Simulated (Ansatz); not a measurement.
## Run report: C₂H₁₀Al₂Si, molecular dynamics (part 4 of 4)

Continued. System: C₂H₁₀Al₂Si. Method: UHF/6-31G (Ansatz 0.2.0). It belongs to a series of runs on one base structure; here: dynamics from the start.

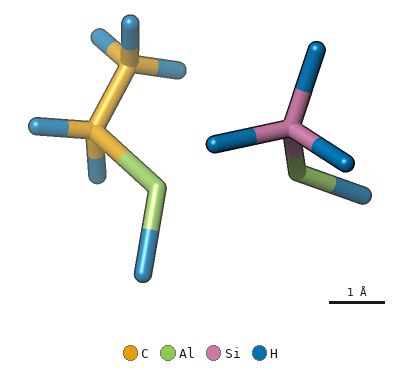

Figure 1. The geometry at step 213 of the log (stick view, seen at a tilt).

## Trajectory as extended XYZ, continued
```
15
Properties=species:S:1:pos:R:3:forces:R:3 step=160 time_fs=80.0 energy=-23239.27429 temperature=941.3
C    -0.6738   -1.9406    1.9270    1.2199  -4.7200  -0.7331
C     0.8697   -2.3058    1.3966   -2.8344   3.9505  -2.6236
Al    0.9643   -1.1655   -0.6500    1.5013  -0.5671   1.5968
Al   -0.6691    0.4977   -1.9021   -1.5293   1.4546  -1.2683
Si   -0.5182    3.0762   -1.6210    1.5329  -2.3001   1.3301
H    -0.6849   -1.0369    2.4194    0.4210   2.1540   0.6946
H    -1.0432   -2.6809    2.6764    0.5055   0.4343  -0.5932
H    -1.4441   -1.9472    1.1440    0.7121   0.0791   0.1160
H     1.3472   -3.1625    1.0131   -1.1710  -2.1543   0.0374
H     1.6094   -1.9155    2.0292    0.6254   1.1133   1.0325
H     2.5630   -1.1974   -1.3158   -1.1821  -0.0186   0.2443
H    -1.7536    0.7284   -3.3046    1.0165  -1.1126   1.0460
H    -0.2325    3.7023   -2.8625   -0.9881   1.2931  -1.5303
H    -0.6121    3.8167   -0.3624   -0.7764   0.7255   0.2392
H     0.9626    2.8940   -1.4988    0.9467  -0.3318   0.4115
15
Properties=species:S:1:pos:R:3:forces:R:3 step=168 time_fs=84.0 energy=-23239.51660 temperature=1000.5
C    -0.6752   -2.0089    1.9262    2.0144  -1.1094   0.2824
C     0.9261   -2.3204    1.3452   -1.4370   1.5456   0.2412
Al    0.9679   -1.1410   -0.6387   -0.1109  -0.9212   2.0667
Al   -0.6892    0.4885   -1.9325   -1.0885   1.2259  -0.1350
Si   -0.5119    3.0590   -1.6104    2.7417  -1.1443   0.3915
H    -0.6121   -1.0180    2.4245   -0.5289  -0.6201  -1.1407
H    -1.1958   -2.6634    2.6502    1.5792  -0.1871   0.2631
H    -1.3734   -2.1656    1.1188    0.0760   1.2512  -0.6065
H     1.1912   -3.3821    1.0757   -0.6902   1.2302   0.5942
H     1.6952   -1.9194    2.1278   -1.5775  -0.8221  -1.7953
H     2.3328   -1.2013   -1.4121    0.5140  -0.0737  -0.3282
H    -1.7586    0.6719   -3.1875    0.4806  -0.9902   0.1876
H    -0.0746    3.6688   -2.9518   -1.2673   0.4789   0.4357
H    -0.6323    3.8585   -0.3097   -0.3925   0.1067  -0.8708
H     1.0339    2.7388   -1.4606   -0.3131   0.0295   0.4141
15
Properties=species:S:1:pos:R:3:forces:R:3 step=177 time_fs=88.5 energy=-23239.64601 temperature=876.9
C    -0.6504   -2.0752    1.9304    2.1990   0.7397  -3.3993
C     0.9680   -2.3306    1.3149   -5.2227  -0.4970  -0.4400
Al    0.9671   -1.1200   -0.6175   -0.0038  -1.3036   1.2418
Al   -0.7110    0.4886   -1.9576   -0.0480   0.9288   1.5403
Si   -0.4898    3.0296   -1.5954    2.7362  -0.7996   0.1903
H    -0.6138   -1.0688    2.2679   -0.6367   0.8515   0.0956
H    -1.1623   -2.6561    2.6447    0.6670  -1.2858   1.1663
H    -1.2407   -2.1990    1.0141   -0.2308   0.5991   0.5187
H     0.9028   -3.4388    1.2732    1.2154   0.8539  -0.8028
H     1.5769   -2.0168    2.1017    1.5480   0.4338   0.7271
H     2.1400   -1.2488   -1.7130    0.3027  -0.1390   0.2212
H    -1.7002    0.5366   -3.1268   -0.5550  -0.7776  -1.0800
H    -0.1696    3.7024   -2.9737   -0.8008   0.0307   1.0134
H    -0.7006    3.8946   -0.3378   -0.2732  -0.1839  -0.9234
H     1.0723    2.6301   -1.3214   -0.8974   0.5488  -0.0694
15
Properties=species:S:1:pos:R:3:forces:R:3 step=186 time_fs=93.0 energy=-23239.95948 temperature=1084.5
C    -0.6093   -2.1218    1.8939    1.1698   1.8110  -0.4590
C     0.9128   -2.3738    1.3064   -1.5673   2.2800   1.5955
Al    0.9652   -1.1151   -0.6030    0.5727  -1.7417  -0.3506
Al   -0.7248    0.4848   -1.9769   -1.0726   0.6129   0.5310
Si   -0.4572    2.9968   -1.5911    0.0116  -0.8926   0.8726
H    -0.7375   -1.0478    2.1424    0.1896  -0.7783   0.5345
H    -0.9204   -2.7682    2.7972    0.4865   0.9867  -2.1725
H    -1.1811   -2.1524    0.9536   -0.7653  -1.1655   1.1826
H     0.8325   -3.4385    1.3454    1.3461  -0.7804  -1.3096
H     1.7005   -2.0418    2.0628   -1.1196  -0.4752  -1.3072
H     2.0979   -1.2977   -1.9736   -0.5386   0.0101   1.4842
H    -1.7796    0.3419   -3.2442    0.5366  -0.5123   0.3171
H    -0.4266    3.6210   -2.9224   -0.0120   0.5503  -0.2812
H    -0.8320    3.9296   -0.4394   -0.2982  -0.4023  -0.6107
H     0.9265    2.6382   -1.2163    1.0606   0.4973  -0.0268
15
Properties=species:S:1:pos:R:3:forces:R:3 step=195 time_fs=97.5 energy=-23240.37297 temperature=1224.6
C    -0.5439   -2.1745    1.8245   -1.3690   3.5706   2.3967
C     0.8190   -2.3928    1.3225    2.1747  -0.5354  -3.5077
Al    0.9691   -1.1293   -0.5831   -0.3526  -1.4242  -0.5682
Al   -0.7351    0.4738   -1.9922   -0.9280  -0.0014   0.4159
Si   -0.4130    2.9644   -1.5894   -0.2648  -0.6971  -0.8501
H    -0.8718   -1.1462    2.2036    1.5165  -0.8163  -0.4318
H    -0.7205   -2.7520    2.7086   -0.8116  -1.0177  -0.1553
H    -1.2226   -2.2114    1.0146   -1.0773  -1.5025  -0.3198
H     0.8896   -3.5247    1.1464    0.4165   1.9503  -0.3362
H     1.7419   -2.0844    1.8079   -0.7297  -0.0429   0.9043
H     1.9730   -1.3221   -1.9761   -0.0182  -0.0948   1.1931
H    -1.7952    0.0607   -3.2585    0.7468   0.0516   0.7190
H    -0.6076    3.6148   -2.9720    0.6295  -0.0113   0.6398
H    -1.0314    3.8813   -0.6073   -0.4149  -0.0916   0.2591
H     0.9742    2.7496   -1.0673    0.4819   0.6626  -0.3589
15
Properties=species:S:1:pos:R:3:forces:R:3 step=204 time_fs=102.0 energy=-23240.22126 temperature=1356.4
C    -0.5092   -2.2084    1.7742   -5.5562  -4.5165   2.1341
C     0.7632   -2.4016    1.2740    4.3996   1.1046  -6.2941
Al    0.9709   -1.1540   -0.5606   -1.2544  -0.5102  -0.0256
Al   -0.7555    0.4713   -2.0052    0.2609  -0.2116   1.3142
Si   -0.3632    2.9349   -1.5719    0.5717   0.4347  -1.7122
H    -0.7812   -1.3634    2.2220   -0.5752   4.4020   0.9421
H    -0.6894   -2.8681    2.6642   -0.0239  -0.2266  -0.7871
H    -1.3416   -2.4896    1.0443    1.3140   0.4908   1.0387
H     0.9531   -3.3675    0.8762   -0.2776  -1.0403  -0.3634
H     1.6842   -2.1721    1.6909    0.9903   0.7947   2.2849
H     1.9553   -1.3345   -1.8254    0.6722  -0.2962   0.2787
H    -1.7300   -0.1612   -3.1139   -0.0119   0.1494  -0.1108
H    -0.5646    3.7624   -2.9492    0.7807  -0.8210   1.1475
H    -1.2168    3.8301   -0.7537   -0.0847  -0.2526   0.6737
H     1.1342    2.8871   -1.0330   -1.2057   0.4989  -0.5208
15
Properties=species:S:1:pos:R:3:forces:R:3 step=213 time_fs=106.5 energy=-23240.99131 temperature=1519.4
C    -0.5378   -2.2795    1.7543   -1.0983  -0.9329   5.2383
C     0.7745   -2.4125    1.1629    3.3446   0.8496  -3.1935
Al    0.9587   -1.1843   -0.5288   -0.6274   0.1631  -0.3389
Al   -0.7688    0.4614   -2.0069    0.7517  -0.3965   1.4426
Si   -0.3077    2.9147   -1.5544   -0.4744   1.3512  -0.5597
H    -0.6484   -1.2292    2.2240   -0.5989  -2.2389  -0.8772
H    -0.7065   -3.1257    2.5674    0.7642   2.2097  -0.5746
H    -1.3187   -2.6472    1.1719   -1.4600   0.8632  -1.8377
H     0.9295   -3.3345    0.5675   -0.0521  -0.0128   0.9877
H     1.6513   -2.2561    1.8303   -0.9572  -0.3644  -0.4366
H     2.1400   -1.4181   -1.6187    0.2988  -0.1577   0.3039
H    -1.7688   -0.3080   -2.9832   -0.1680   0.2972  -0.2610
H    -0.3807    3.8256   -2.7833    0.4023  -0.5481  -0.0048
H    -1.3228    3.8066   -0.7785    0.5731  -0.9856   0.1976
H     1.1127    3.0804   -0.9850   -0.6984  -0.0972  -0.0859
15
Properties=species:S:1:pos:R:3:forces:R:3 step=222 time_fs=111.0 energy=-23240.79302 temperature=1407.8
C    -0.5894   -2.3810    1.8009    0.1701   1.3378  -6.5632
C     0.8400   -2.4232    1.0166   -2.4608  -1.0895   1.5760
Al    0.9553   -1.2030   -0.5066    1.1325   0.4537  -1.7902
Al   -0.7824    0.4499   -2.0024    0.8429  -0.5900   1.2542
Si   -0.2573    2.9008   -1.5356   -1.5920  -0.2439  -0.3658
H    -0.6101   -1.3862    2.1544   -0.9529   0.4515   1.1433
H    -0.7132   -3.1625    2.4048    0.1245  -2.5204   3.4827
H    -1.4506   -2.6069    1.0544    1.3777   1.2141   1.0482
H     0.8751   -3.3832    0.4476    0.5250   0.3455   0.8380
H     1.5026   -2.4155    1.8918    0.6986  -0.0821  -1.1975
H     2.4457   -1.5202   -1.4341   -1.1325   0.3612   0.7379
H    -1.9015   -0.3583   -2.8580    0.1194   0.5371  -0.0598
H    -0.2159    3.8155   -2.6393    0.1448   0.4644  -1.6350
H    -1.3330    3.6498   -0.8230   -0.3290  -0.3811   0.5744
H     0.9539    3.2724   -0.8781    1.3317  -0.2582   0.9569
15
Properties=species:S:1:pos:R:3:forces:R:3 step=231 time_fs=115.5 energy=-23240.22282 temperature=1285.6
C    -0.6446   -2.4828    1.7754    2.6101   0.5576   0.6939
C     0.8600   -2.4526    0.8886   -3.2973  -2.5065   6.1701
Al    0.9600   -1.2102   -0.4937    1.7529   0.8902  -2.7764
Al   -0.7953    0.4256   -2.0105    1.3527  -0.3244   1.4020
Si   -0.2088    2.8965   -1.5175    0.9574   0.1085  -0.5586
H    -0.7003   -1.4974    2.2740    0.2351  -0.7873   0.2745
H    -0.7443   -3.3396    2.5872    0.2181   1.9370  -2.3851
H    -1.4030   -2.3998    1.0552   -1.4578  -0.9678  -0.6350
H     0.9147   -3.4575    0.5271    0.0762  -0.6374  -1.1487
H     1.4665   -2.6081    1.8130    0.6918   1.2288  -1.3200
H     2.6032   -1.5848   -1.2118   -1.4751   0.7047   0.3892
H    -1.9573   -0.3288   -2.8239    0.0160   0.4195  -0.1404
H    -0.0858    3.7837   -2.7155   -0.1157  -0.1032  -0.2306
H    -1.3303    3.3970   -0.7754   -1.2492   0.4465   0.6512
H     0.9637    3.4152   -0.6507   -0.3152  -0.9661  -0.3861
15
Properties=species:S:1:pos:R:3:forces:R:3 step=239 time_fs=119.5 energy=-23239.91680 temperature=1162.8
C    -0.6681   -2.5661    1.7245    1.3678   4.0073  -0.7237
C     0.8416   -2.5087    0.8402   -4.4196  -3.7472   2.8692
Al    0.9678   -1.2187   -0.5122    0.7025   0.6591  -1.9341
Al   -0.8010    0.4013   -2.0153    2.4934   0.3470   1.9818
Si   -0.1674    2.8868   -1.5124   -0.6224   1.0659   0.4865
H    -0.7062   -1.5690    2.3746    0.2098  -1.9447  -1.6061
H    -0.7160   -3.3148    2.5236   -0.3448  -0.3903  -1.2407
H    -1.5398   -2.4137    0.9700    1.5180  -1.2279   1.7998
H     0.9589   -3.5425    0.4034   -0.8804   0.9602  -0.8633
H     1.5665   -2.7606    1.5590    1.4224   1.3474   1.3779
H     2.5063   -1.6162   -1.0096   -0.2800   0.7052  -0.3690
H    -1.9118   -0.2525   -2.8259   -0.9320  -0.1334  -0.7807
H     0.0327    3.7827   -2.7862   -0.3542  -0.5735   0.9200
H    -1.5523    3.2606   -0.7490    1.3763   0.0160  -0.8045
H     1.0049    3.4178   -0.5015   -1.2567  -1.0908  -1.1131
15
Properties=species:S:1:pos:R:3:forces:R:3 step=248 time_fs=124.0 energy=-23240.40077 temperature=1823.6
C    -0.7067   -2.6096    1.6289    5.3380  -2.8984   0.2755
C     0.7783   -2.6610    0.8380   -1.0877   1.3924   1.0214
Al    0.9618   -1.2337   -0.5360   -1.9538   0.1638  -0.0615
Al   -0.7926    0.3963   -2.0080    1.4512  -0.0832   0.8902
Si   -0.1315    2.8837   -1.5155   -3.6355  -1.1635  -0.3764
H    -0.6642   -1.8170    2.2600   -0.2886   2.8796   1.4461
H    -0.7500   -3.4346    2.3128   -0.1443  -0.7671   0.1256
H    -1.5579   -2.6447    1.0577   -1.4977   0.2544  -1.9336
H     0.8472   -3.4975    0.1751   -0.2078  -1.0756  -0.2328
H     1.8253   -2.6700    1.3882   -2.9582   0.0142  -0.2344
H     2.4063   -1.4581   -0.8367    2.0955   0.3385  -0.9783
H    -1.9721   -0.1846   -2.9521    0.1186   0.3593   0.0816
H     0.0854    3.7367   -2.6758   -0.0989   0.4666  -0.6942
H    -1.6647    3.1984   -0.9050    2.0049   0.1154  -0.4995
H     0.9064    3.2491   -0.6068    0.8643   0.0033   1.1704
15
Properties=species:S:1:pos:R:3:forces:R:3 step=257 time_fs=128.5 energy=-23239.87296 temperature=1866.8
C    -0.6756   -2.6791    1.5056   -0.4797  -2.1018   5.3319
C     0.6939   -2.8148    0.8505   -1.9681   2.1414  -5.8836
Al    0.9327   -1.2441   -0.5685   -0.0555  -0.3499  -0.0329
Al   -0.7762    0.4047   -2.0070    0.7686  -0.3180   0.0003
Si   -0.1271    2.8834   -1.5360    0.0954  -1.6571  -1.7321
H    -0.6403   -1.7523    2.2731   -0.7983  -2.3741  -2.0564
H    -0.7955   -3.6550    2.1680    0.4135   2.1767  -0.3472
H    -1.6974   -2.8599    1.0242    2.1585   1.5811  -0.6454
H     0.6100   -3.5628   -0.0307    1.0655   0.3740   2.2021
H     1.6686   -2.5607    1.2480   -0.5331  -1.4242   1.1703
H     2.5760   -1.1776   -0.7882   -0.4100   0.2517  -0.1774
H    -1.9864   -0.1166   -3.0659    0.6518   0.4625   0.6285
H     0.1049    3.7358   -2.7159    0.2434   0.1438  -0.4052
H    -1.4544    3.1914   -1.1604   -1.5585   1.0006   1.1652
H     0.9359    3.1109   -0.5787    0.4066   0.0934   0.7817
15
Properties=species:S:1:pos:R:3:forces:R:3 step=266 time_fs=133.0 energy=-23240.39423 temperature=2276.5
C    -0.6535   -2.7959    1.4398   -3.4235  -1.1001   1.4556
C     0.5981   -2.9177    0.7888    2.0750   6.0663  -2.7480
Al    0.8982   -1.2624   -0.6100    1.3651  -0.1676   0.2490
Al   -0.7438    0.4085   -2.0076    0.9498   0.3131   0.1695
Si   -0.1380    2.8848   -1.5832    1.2919  -0.8437  -0.1318
H    -0.7511   -1.9764    2.0922   -0.1965   1.1368   0.5742
H    -0.7606   -3.6499    2.0267   -0.3125  -1.4808   1.9011
H    -1.5689   -2.9115    0.8632    0.2950   0.7964  -0.7470
H     0.6010   -3.6429    0.0848    1.1944  -3.1133  -1.3125
H     1.4454   -2.5823    1.3619    0.4507  -1.5776   0.3224
H     2.7227   -0.8730   -0.7268   -1.9150  -0.3302  -0.0061
H    -1.8769    0.1511   -3.1195   -0.0180  -0.1107   0.0957
H     0.1394    3.7640   -2.8150    0.3345  -0.4894   0.6054
H    -1.4485    3.3575   -1.2051   -0.8956   0.6783   0.8522
H     0.9610    2.9798   -0.4040   -1.1951   0.2226  -1.2797
```

This output came from the following input.

## Input
```yaml
crystal:
  periodic: [false, false, false]
  atoms:
    - { symbol: C, position_ang: [-0.279644, -1.309714, 2.074307] }
    - { symbol: C, position_ang: [0.828817, -1.897538, 1.18572] }
    - { symbol: Al, position_ang: [0.962798, -1.189968, -0.683324] }
    - { symbol: Al, position_ang: [-0.716207, 0.532574, -1.713703] }
    - { symbol: Si, position_ang: [-0.472959, 3.01642, -1.631427] }
    - { symbol: H, position_ang: [-0.159847, -0.238476, 2.207942] }
    - { symbol: H, position_ang: [-0.280605, -1.756882, 3.064093] }
    - { symbol: H, position_ang: [-1.264246, -1.476142, 1.646452] }
    - { symbol: H, position_ang: [0.708535, -2.980374, 1.111415] }
    - { symbol: H, position_ang: [1.801186, -1.75694, 1.660626] }
    - { symbol: H, position_ang: [2.186528, -1.749975, -1.578315] }
    - { symbol: H, position_ang: [-2.043031, 0.033838, -2.485381] }
    - { symbol: H, position_ang: [-0.591685, 3.635289, -2.992136] }
    - { symbol: H, position_ang: [-1.543672, 3.628315, -0.775845] }
    - { symbol: H, position_ang: [0.842232, 3.458971, -1.061125] }
magnetization:
  spin_polarized: true
basis:
  gaussian: { orbitals: "6-31G" }
hamiltonian:
  xc: hf
md:
  timestep: 0.5
  n_steps: 266
  ensemble: nvt_langevin
  temperature: 1500.0
  initial_velocities: maxwell_boltzmann
  seed: 671105
  friction: 0.02
```

Launched with:
```bash
ansatz run input.yaml --threads 2 --pin off --max-ram 3072MiB --backend cpu --events-out ev --progress --plain --runs-dir out
```

## Summary

| quantity | value |
| --- | --- |
| outcome | finished |
| mean temperature over the second half | 1364 K |
| trajectory | 266 steps, 133 fs |
| ensemble | nvt_langevin |
| temperature in the input | 1500.0 K |
| time step | 0.5 fs |
| potential energy (last step) | −23240.3942 eV |
| mean-field energy (last step) | −23240.3942 eV |
| largest force (length of the vector) (last step) | 6.975 eV/Å |
| hardware | 2 threads of Arm Neoverse N1, 98 GiB of memory available, shared host |
| wall time | 14 min (CPU time 26 min) |
| peak memory | 0.22 GiB |

## Notes

So short a trajectory is not equilibrated. The logged temperature at the start can lie below the typed one, since it is counted over all degrees of freedom.
